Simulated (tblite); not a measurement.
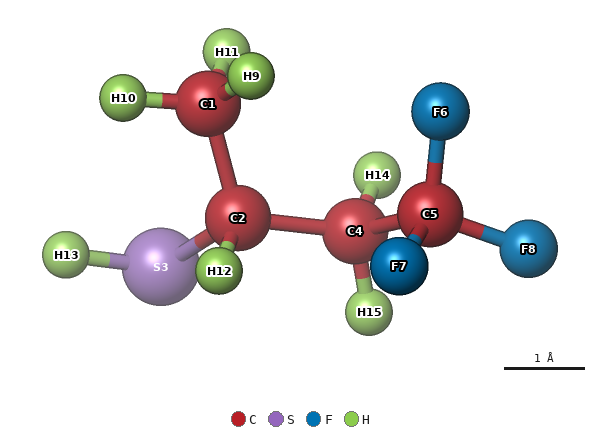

*The input geometry (ball-and-stick view, seen at a tilt; atoms are numbered from 1 in the order of the input).*

Bond lengths as drawn: C–C 1.52 to 1.53 Å, C–F 1.34 Å, C–H 1.09 Å, C–S 1.85 Å and H–S 1.33 Å.

**Run report: C₄H₇F₃S, molecular dynamics**

The run: molecular dynamics of C₄H₇F₃S. Method and program: GFN2-xTB Langevin dynamics, gas phase (tblite 0.8.0).

**What the program printed**
```
t/fs     T/K      E/eV
    0.0   319.0   -805.23778
   25.0   157.9   -804.72285
   50.0   244.0   -804.80016
   75.0   216.8   -804.68572
  100.0   282.8   -804.70157
  125.0   249.7   -804.71550
  150.0   329.1   -804.77210
  175.0   287.9   -804.79821
  200.0   295.8   -804.83413
  225.0   292.3   -804.72500
  250.0   283.0   -804.72047
  275.0   433.5   -804.85128
  300.0   253.6   -804.36964
  325.0   535.4   -804.69217
  350.0   365.8   -804.36638
  375.0   458.9   -804.54389
  400.0   509.2   -804.38891
  425.0   481.4   -804.59717
  450.0   441.7   -804.64976
  475.0   354.5   -804.71199
  500.0   430.2   -804.87395
  525.0   417.1   -804.91682
  550.0   410.5   -804.69107
  575.0   298.9   -804.81980
  600.0   436.5   -804.89722
  625.0   307.9   -804.71633
  650.0   375.4   -804.76925
  675.0   232.8   -804.60392
  700.0   265.2   -804.70255
  725.0   364.3   -804.78093
  750.0   362.4   -804.54144
  775.0   344.8   -804.67888
  800.0   309.9   -804.47156
  825.0   289.6   -804.44565
  850.0   392.7   -804.60025
  875.0   401.6   -804.69970
  900.0   461.4   -804.57159
  925.0   474.2   -804.61463
  950.0   335.5   -804.40079
  975.0   294.3   -804.33321
 1000.0   471.1   -804.78297
```

**Trajectory as extended XYZ (Å, eV, eV/Å), 14 of the 41 frames kept, from step=0 to step=40**
```
15
Properties=species:S:1:pos:R:3:forces:R:3 step=0 time_fs=0.0 energy=-805.23778 temperature=319.0
C     1.1266   -0.7406    0.7830    0.0008  -0.0015  -0.0008
C     0.6008    0.4760    0.0420   -0.0042  -0.0028  -0.0002
S     1.9002    1.1585   -1.0819    0.0027   0.0003  -0.0046
C    -0.6020    0.1676   -0.8495   -0.0029   0.0004   0.0021
C    -1.8552   -0.1643   -0.0614   -0.0021   0.0014  -0.0022
F    -1.8259   -1.3839    0.4969    0.0023   0.0053   0.0001
F    -2.0835    0.7024    0.9374   -0.0005  -0.0024  -0.0015
F    -2.9446   -0.1387   -0.8439   -0.0002  -0.0008  -0.0027
H     0.3774   -1.1211    1.4733    0.0030  -0.0025  -0.0005
H     2.0144   -0.4812    1.3557   -0.0047   0.0014   0.0012
H     1.3875   -1.5290    0.0802    0.0024   0.0003   0.0006
H     0.3428    1.2765    0.7406    0.0048  -0.0001   0.0000
H     2.7779    1.4245   -0.1187   -0.0017  -0.0001   0.0002
H    -0.3850   -0.6767   -1.5076    0.0014   0.0013   0.0044
H    -0.8357    1.0381   -1.4679   -0.0011  -0.0003   0.0040
15
Properties=species:S:1:pos:R:3:forces:R:3 step=3 time_fs=75.0 energy=-804.68572 temperature=216.8
C     1.0068   -0.7801    0.5563   -1.1174  -1.1611   0.2802
C     0.5100    0.5068   -0.0307   -0.7489   0.4448   1.1066
S     1.8064    1.2138   -1.0775    0.8951   0.4755   0.2402
C    -0.8110    0.4932   -0.8322    0.3390  -2.3351   1.6358
C    -1.9989   -0.1120    0.0179    0.8569   1.3575  -1.3019
F    -1.7013   -1.3236    0.5245   -0.5947   0.7470  -0.2226
F    -2.3472    0.7339    0.9932   -0.1386  -0.5131   0.2240
F    -3.0657   -0.2256   -0.8179    0.3023  -0.2758   0.7080
H     0.4632   -1.1676    1.4571    0.5866   0.8328  -0.5428
H     2.0584   -0.7246    0.7156    0.6069  -0.0512   0.4425
H     0.8163   -1.5226   -0.1856    0.2078  -0.8922  -0.6136
H     0.3931    1.2016    0.8122   -0.2045   0.2752  -0.1926
H     2.6292    1.4520   -0.0001   -0.3833  -0.0719  -0.8070
H    -0.7993   -0.2112   -1.6576    0.4615   0.1234  -0.4575
H    -0.8827    1.4965   -1.1350   -1.0688   1.0442  -0.4992
15
Properties=species:S:1:pos:R:3:forces:R:3 step=6 time_fs=150.0 energy=-804.77210 temperature=329.1
C     0.9002   -0.8136    0.5502    1.1113   1.6233   1.3375
C     0.3328    0.5281    0.0624    1.5209  -0.3879  -0.4781
S     1.5864    1.4258   -1.0862   -1.0259  -0.3790   0.4575
C    -0.9030    0.4444   -0.7803   -0.4106   1.3670   0.6866
C    -2.0656   -0.0217    0.0109   -1.0597  -1.3491   1.7767
F    -1.8566   -1.2914    0.5548   -0.0775   1.2739  -0.1582
F    -2.4440    0.8032    1.0634    0.9496  -0.8037  -0.8806
F    -3.1882   -0.1787   -0.6596   -0.4093   0.1230  -0.7628
H     0.3681   -1.1141    1.4661    0.3345   0.1086  -0.3286
H     1.9931   -0.6258    0.7952   -1.2185  -0.4566   0.0086
H     0.8531   -1.5993   -0.1390   -0.1628  -0.8588  -1.1041
H     0.2146    1.1692    0.9265   -0.1580   0.3145   0.0517
H     2.5833    0.9579   -0.3978    0.7338  -0.0590   0.2034
H    -0.7714   -0.0710   -1.6945    0.1306  -1.0769  -0.6598
H    -1.1391    1.4591   -1.0765   -0.2583   0.5607  -0.1498
15
Properties=species:S:1:pos:R:3:forces:R:3 step=9 time_fs=225.0 energy=-804.72500 temperature=292.3
C     0.9989   -0.9878    0.0039    0.4537  -0.4660  -0.7598
C     0.4391    0.3735   -0.2305   -0.0588   1.6684   2.0224
S     1.5558    1.4065   -1.2921   -0.4751  -0.2855  -0.1182
C    -0.9976    0.3836   -0.6772   -0.6154   1.1472  -2.5995
C    -2.1390   -0.0123    0.2274   -0.2371  -0.9960  -0.1525
F    -1.9310   -1.1874    0.8429    0.1761  -0.1027   0.3769
F    -2.4546    0.8721    1.1633    0.3517   0.3148   0.2697
F    -3.2964   -0.2225   -0.4423    0.3174   0.2753  -0.3668
H     0.2847   -1.4844    0.5851   -1.1703  -1.1744   0.6340
H     1.8492   -0.9585    0.6572    0.8375   0.1202  -0.1572
H     1.1966   -1.5743   -0.9174   -0.0285   0.5428   0.5430
H     0.4564    0.9470    0.7553    0.0729  -0.5822  -0.7450
H     2.5619    0.9590   -0.5699    0.4244   0.1451  -0.0757
H    -1.0205   -0.1496   -1.6500   -0.3694  -0.5196   0.5876
H    -1.2957    1.3953   -1.0435    0.3209  -0.0873   0.5409
15
Properties=species:S:1:pos:R:3:forces:R:3 step=12 time_fs=300.0 energy=-804.36964 temperature=253.6
C     0.8565   -1.2051   -0.3863    1.8759   0.1931  -2.6977
C     0.3543    0.1580   -0.2308   -0.0931  -0.1360  -2.7897
S     1.2462    1.3625   -1.3908    1.5656  -1.0160   0.9671
C    -1.0526    0.2816   -0.6809   -0.7644   1.1747  -1.3433
C    -2.0978   -0.1272    0.2852   -0.1992   1.4416   0.2233
F    -1.7373   -1.1763    0.9689   -0.1135  -0.8658   1.1081
F    -2.2841    0.9503    1.1189   -0.1996  -0.8261   0.3685
F    -3.2912   -0.3708   -0.2503   -0.1866  -0.1149  -0.1445
H     0.4738   -1.9692    0.1560   -1.8809  -1.8542   1.7658
H     1.8785   -1.2234   -0.1627    1.9443   0.1201   0.6671
H     0.8720   -1.5045   -1.4361   -0.5102  -0.0240  -0.2358
H     0.4720    0.4732    0.7183    0.4483   1.3919   3.1884
H     2.5691    0.9361   -1.0232   -1.5058   0.5696  -0.4614
H    -1.2377   -0.1846   -1.6329    0.1105  -0.5240  -0.4664
H    -1.1899    1.3444   -0.8505   -0.4913   0.4700  -0.1495
15
Properties=species:S:1:pos:R:3:forces:R:3 step=15 time_fs=375.0 energy=-804.54389 temperature=458.9
C     1.0822   -0.9783   -0.2332   -0.1896  -1.8548   0.7031
C     0.3674    0.3071   -0.2363    0.0649   2.0609   1.0827
S     1.2534    1.4252   -1.4436   -0.5891   0.7941   0.1773
C    -1.0918    0.1885   -0.6256   -0.9831   1.0177   0.6951
C    -2.0975   -0.3388    0.4157    0.5040  -0.8351  -0.6632
F    -1.6053   -1.4645    0.9450   -0.2142  -0.2667   0.7272
F    -2.4575    0.4827    1.4111    0.2280  -0.3241  -0.5368
F    -3.2181   -0.7388   -0.2492    0.1946   0.4953   0.5056
H     0.7147   -1.6587    0.5102   -0.3969  -0.0621   1.2031
H     2.1333   -0.9843   -0.0857    0.9404   0.6621   0.0638
H     0.8846   -1.6109   -1.0797   -0.0859   0.3881  -1.1950
H     0.3750    1.0024    0.7258    0.3937  -1.7156  -1.3583
H     2.0496    0.5944   -2.0677    0.0992  -0.5728  -0.0826
H    -1.2290   -0.4782   -1.4733   -0.0201   0.3896  -0.3341
H    -1.4650    1.2195   -0.7163    0.0540  -0.1766  -0.9877
15
Properties=species:S:1:pos:R:3:forces:R:3 step=18 time_fs=450.0 energy=-804.64976 temperature=441.7
C     1.1190   -0.7711    0.0337    1.5212  -1.6908   2.2057
C     0.2170    0.3743    0.0207   -1.6162   1.4573  -2.4420
S     0.9503    1.6727   -1.1954   -0.1043  -0.1159   0.4799
C    -1.1561   -0.0094   -0.6031   -1.0760  -0.2825   0.2234
C    -2.1002   -0.6083    0.4354    1.1830  -0.9764   0.9818
F    -1.5094   -1.6588    1.1211   -0.5870   0.3773  -0.7050
F    -2.4365    0.2144    1.4500   -0.3446  -0.0514  -0.8259
F    -3.1706   -1.0991   -0.1963   -0.1580   0.1950   0.6357
H     0.8895   -1.4596    0.9165   -0.0443   0.6004  -1.2095
H     2.1957   -0.5269    0.2353   -0.9350   0.1384  -0.5490
H     1.0007   -1.2970   -0.9003    0.3445  -0.3171  -0.0706
H     0.0094    0.9487    0.9099    0.3518  -0.0496   0.4149
H     0.2054    1.4626   -2.2884    0.0369  -0.1987   0.2494
H    -1.1890   -0.7820   -1.4261    0.7138   0.7874   0.6774
H    -1.7866    0.8320   -0.9471    0.7143   0.1267  -0.0661
15
Properties=species:S:1:pos:R:3:forces:R:3 step=22 time_fs=550.0 energy=-804.69107 temperature=410.5
C     0.9962   -0.3274    0.4421   -0.4792   1.8441  -0.3835
C    -0.0617    0.7410    0.0228    1.1938   0.2236   0.2969
S     0.5050    1.7885   -1.3877    1.5740  -0.0135  -0.4441
C    -1.3457    0.1215   -0.5449    0.4903  -0.2114  -0.6320
C    -2.1132   -0.6893    0.4771    0.8987   0.1141   0.2127
F    -1.5524   -1.8931    0.8312   -0.4022   0.4372  -0.7692
F    -2.0868   -0.0159    1.6134   -0.6935   0.4522   1.1605
F    -3.3587   -0.9131    0.1137   -0.4915  -0.2532   0.0429
H     0.4441   -0.8983    1.1336    0.0588  -0.8937   1.0997
H     1.8914    0.1463    0.9026   -0.7309  -0.4253  -0.4127
H     1.2460   -0.9382   -0.4006    0.3619  -0.2495  -0.3797
H    -0.1729    1.4504    0.8839   -0.3992  -0.5979  -0.7040
H     1.8458    1.3523   -1.6124   -1.4855   0.2801   0.4734
H    -1.0019   -0.6188   -1.2905   -0.3390   0.4867  -0.2039
H    -1.9693    0.9426   -1.0205    0.4436  -1.1935   0.6431
15
Properties=species:S:1:pos:R:3:forces:R:3 step=25 time_fs=625.0 energy=-804.71633 temperature=307.9
C     1.1091    0.2187    0.5832   -0.9978   2.8656  -1.0412
C    -0.0612    1.0832   -0.0714    0.6529  -0.6125   0.1708
S     0.5401    1.8897   -1.6734   -0.5015   0.3547   0.6155
C    -1.3801    0.3851   -0.5316    0.2689  -0.1812   0.0375
C    -2.1374   -0.5618    0.4070    1.4520  -1.0063  -0.4935
F    -1.4890   -1.7864    0.3857   -0.3957   0.3721  -0.1939
F    -2.0670   -0.2186    1.6666   -0.3913   0.6050   1.0500
F    -3.4094   -0.8348    0.0902    0.3764   0.4363  -0.0548
H     0.8105   -0.3781    1.3898   -0.6963  -0.6006   0.9967
H     1.8316    0.9746    0.9238   -0.1083  -0.3782   0.0341
H     1.5763   -0.3751   -0.1490    0.3998  -0.7916  -0.8816
H    -0.2753    1.9857    0.5460   -0.0045  -0.8395  -0.1595
H     1.5637    1.1363   -1.9766    0.3484  -0.4932   0.0557
H    -1.1776   -0.2307   -1.4155    0.0683   0.1373  -0.0013
H    -2.0231    1.2019   -0.8225   -0.4711   0.1319  -0.1344
15
Properties=species:S:1:pos:R:3:forces:R:3 step=28 time_fs=700.0 energy=-804.70255 temperature=265.2
C     0.7029   -0.0192    0.3466    1.5814  -1.5326  -1.1264
C    -0.1339    1.0722   -0.2574   -0.8134  -0.7456  -0.2969
S     0.6119    1.9201   -1.6690    0.3918  -0.8419  -0.9522
C    -1.5771    0.5391   -0.6583    1.8968   0.8928   0.0413
C    -2.0276   -0.4640    0.3227   -1.9342  -1.3710   0.6027
F    -1.5188   -1.6873    0.0299   -0.5256   0.3007   0.2002
F    -1.7590   -0.2529    1.6134   -0.1917   0.1824  -0.2915
F    -3.4289   -0.6428    0.2693    1.5321   0.2104   0.0499
H     0.5635   -0.0340    1.4043   -0.4976  -0.5122   0.6081
H     1.8007    0.1838    0.2828   -0.7545  -0.0510  -0.4824
H     0.4979   -1.0379   -0.1540    0.6072   1.5744   0.9197
H    -0.1817    1.8245    0.5111   -0.4859   0.6472   0.0793
H     0.8831    0.7826   -2.4457   -0.2591   0.9509   0.7153
H    -1.5508    0.0191   -1.6129    0.1584   0.0461  -0.2112
H    -2.1932    1.4093   -0.7566   -0.7057   0.2495   0.1443
15
Properties=species:S:1:pos:R:3:forces:R:3 step=31 time_fs=775.0 energy=-804.67888 temperature=344.8
C     0.9512   -0.2689    0.3877   -1.4324  -0.0285  -1.4479
C    -0.0403    0.8697   -0.1041    0.8799  -0.4712   1.9292
S     0.6332    1.7053   -1.5167    0.6549   0.8088  -0.8093
C    -1.4548    0.4771   -0.4968    0.5600  -1.8555   1.7235
C    -2.0403   -0.7164    0.3857    0.9347   1.0081  -0.2125
F    -1.6114   -1.9336   -0.0506   -0.3527   0.8093   0.0931
F    -1.7365   -0.6859    1.7096   -0.0032   0.2212  -0.6179
F    -3.3510   -0.6725    0.3237   -0.8229  -0.3578  -0.1389
H     0.3752   -0.9773    1.0043    0.7761   0.4343  -0.0400
H     1.7018    0.2852    0.9091    0.5351  -0.3505   0.4059
H     1.4016   -0.8480   -0.4703   -0.5124   0.7139   0.8464
H    -0.0265    1.6320    0.7449   -0.3212  -0.7630  -1.0153
H     0.5378    0.6512   -2.3238    0.1022   0.0041  -0.0932
H    -1.4244    0.0747   -1.4813   -0.1680  -0.4416  -0.9286
H    -2.0445    1.3655   -0.5027   -0.8303   0.2685   0.3055
15
Properties=species:S:1:pos:R:3:forces:R:3 step=34 time_fs=850.0 energy=-804.60025 temperature=392.7
C     1.1185   -0.1798    0.5017   -1.0458   1.2165  -0.4438
C    -0.0132    0.7519   -0.0089    0.2786   0.6406   0.1994
S     0.7966    1.7571   -1.3859   -0.8775  -0.6842  -0.4588
C    -1.3668    0.1326   -0.4719    2.3395   1.0242  -1.0481
C    -1.9618   -0.9095    0.3557   -2.5883  -1.2027   0.6379
F    -1.6508   -2.1641    0.0554    0.7196  -0.1967   0.0831
F    -1.9294   -0.7825    1.6838    0.5430   0.1463  -0.0962
F    -3.3397   -0.8962    0.0848    0.5732   0.1091   0.1199
H     0.9011   -0.6480    1.4409   -0.5172  -0.7851   0.0118
H     1.9365    0.4659    0.7485    0.6653   0.4144  -0.1286
H     1.4030   -0.7952   -0.3386    0.0380  -0.5849   0.3041
H    -0.2231    1.6172    0.6404    0.0528  -0.7100   0.5187
H     0.1045    1.1449   -2.3808    0.4527   0.3238   0.1992
H    -1.1470   -0.2944   -1.4765   -0.6042   0.0930   0.4450
H    -2.1051    0.9268   -0.5124   -0.0297   0.1957  -0.3435
15
Properties=species:S:1:pos:R:3:forces:R:3 step=37 time_fs=925.0 energy=-804.61463 temperature=474.2
C     1.0819   -0.6311    0.2613    0.2726   0.1534   0.8354
C     0.1676    0.5257    0.0426   -1.6096  -0.5897  -2.4054
S     0.8211    1.8600   -1.0820    0.7492  -0.3917  -0.4386
C    -1.1653    0.0254   -0.5909    0.7840   1.5924  -0.9901
C    -1.9250   -0.8985    0.2719   -0.0691   0.6700  -0.1927
F    -1.3343   -2.0744    0.2984   -0.1788  -1.1789   0.2477
F    -1.9269   -0.4174    1.5087   -0.5956  -0.1965   0.9556
F    -3.1962   -1.0396   -0.1491    0.1420  -0.2654   0.3406
H     0.8501   -0.9538    1.2500   -0.1835  -0.8293   0.8172
H     2.0233   -0.1685    0.3670    1.6241   0.0083  -0.1566
H     1.1085   -1.5063   -0.3899   -0.2755   0.6711  -0.2696
H    -0.1607    1.0252    0.9160    0.4352   0.6941   1.0419
H     1.7426    1.2061   -1.9330   -1.0180   0.2418   0.9938
H    -0.9102   -0.4715   -1.4940    0.1239  -0.6545  -0.9971
H    -1.7742    0.8831   -0.8797   -0.2008   0.0751   0.2180
15
Properties=species:S:1:pos:R:3:forces:R:3 step=40 time_fs=1000.0 energy=-804.78297 temperature=471.1
C     1.1827   -0.6465    0.1440   -0.6308  -0.6656   1.7516
C     0.2044    0.4758   -0.0502   -0.0906   1.4663   0.4887
S     1.1510    1.8757   -0.8708   -0.8079  -0.2374   0.5764
C    -1.0628    0.0976   -0.7921    0.5146  -1.5253  -0.9152
C    -1.8370   -0.9397    0.0616    0.8731   1.3048   0.9262
F    -1.2814   -2.1149    0.2998    0.7140  -0.3901  -0.0650
F    -2.0271   -0.3624    1.3034    0.1156  -0.3179  -0.4316
F    -3.0254   -1.2308   -0.3564   -1.6035   0.0404  -0.9962
H     0.7666   -1.4183    0.8071   -0.2458   0.0460  -0.2366
H     2.0137   -0.3160    0.7474    0.5735   0.3793  -0.4193
H     1.4607   -1.1479   -0.7505    0.4047  -0.0233  -0.7553
H    -0.1327    0.9425    0.8817    0.4214  -0.1903   0.2360
H     1.2762    1.0930   -1.8933    0.4149  -0.1783  -0.9754
H    -0.7343   -0.2605   -1.7939   -0.4988  -0.4629   0.5160
H    -1.7751    0.8708   -1.0065   -0.1545   0.7542   0.2996
```

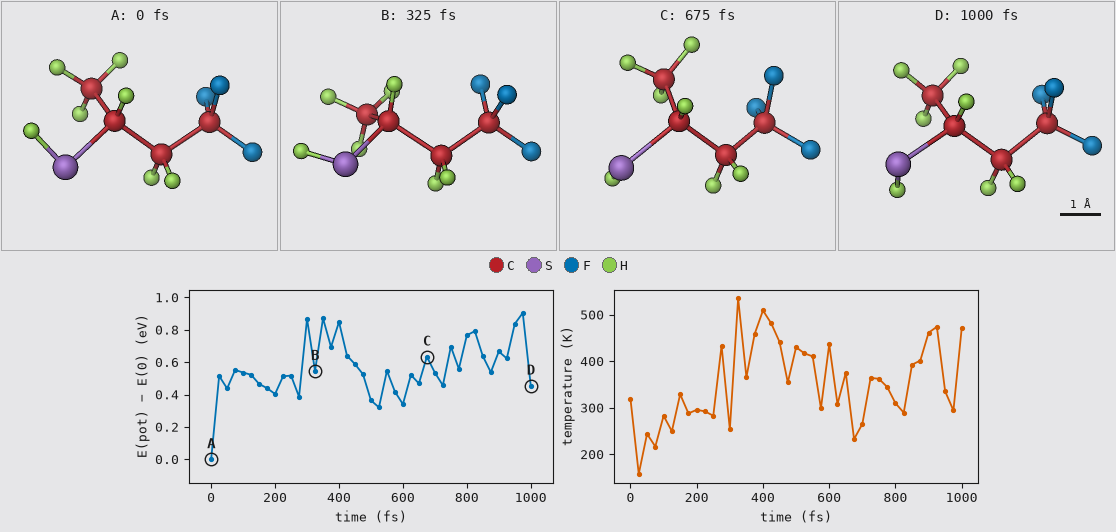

*Frames of the molecular dynamics (ball-and-stick, seen at a tilt) above the curves, on which the letters mark them.*

The trajectory kept here has 41 frames over 1000 fs. The temperature starts at 319 K, ranges from 158 to 535 K and averages 366 K over the second half. The potential energy ends 0.455 eV above its first value. After an unweighted best fit of the last frame on the first, the root-mean-square displacement is 0.50 Å, and H13 has moved furthest (1.63 Å).

This output came from the following input.

**The input**
```
{"job": {"kind": "md", "xc": "GFN2-xTB", "basis": "xTB", "temperature": 400, "steps": 2000, "every": 50}, "charge": 0, "multiplicity": 1}
C      1.126583    -0.740640     0.783008
C      0.600777     0.475973     0.041970
S      1.900244     1.158457    -1.081936
C     -0.602041     0.167619    -0.849510
C     -1.855216    -0.164283    -0.061444
F     -1.825936    -1.383877     0.496879
F     -2.083460     0.702424     0.937411
F     -2.944578    -0.138732    -0.843926
H      0.377428    -1.121125     1.473276
H      2.014435    -0.481179     1.355729
H      1.387474    -1.529004     0.080216
H      0.342763     1.276505     0.740613
H      2.777873     1.424451    -0.118694
H     -0.385045    -0.676734    -1.507633
H     -0.835715     1.038135    -1.467871
```

The first line tells a small driver script what to run in tblite; the rest is the geometry in Å.

Launch command:
```bash
OMP_NUM_THREADS=1 python <driver script> task.json out
```

**Summary**

```tsv
quantity	value
outcome	finished
mean temperature over the second half	366 K
trajectory	41 frames kept, 1000 fs
hardware	1 CPU thread, shared host
wall time	18 s
peak memory	0.18 GiB
```
